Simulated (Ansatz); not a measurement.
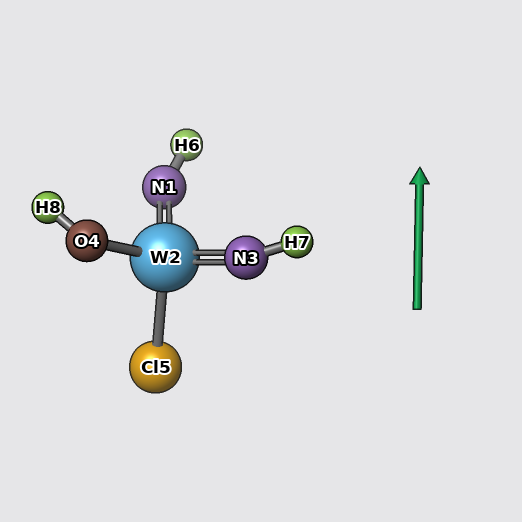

The arrow beside the molecule shows the direction of the dipole moment, from the negative to the positive end (its length means nothing). The species is neutral and a spin singlet. The computed structure is the end point of a PBE0-D4/def2-TZVP optimisation. Level of theory: RKS PBE-D4/def2-TZVPP, core potentials on W (Ansatz 0.2.0).

### How large is the dipole moment?

2.61 D; it points from the side of Cl5 to the side of H6 (the outermost atoms at the two ends).
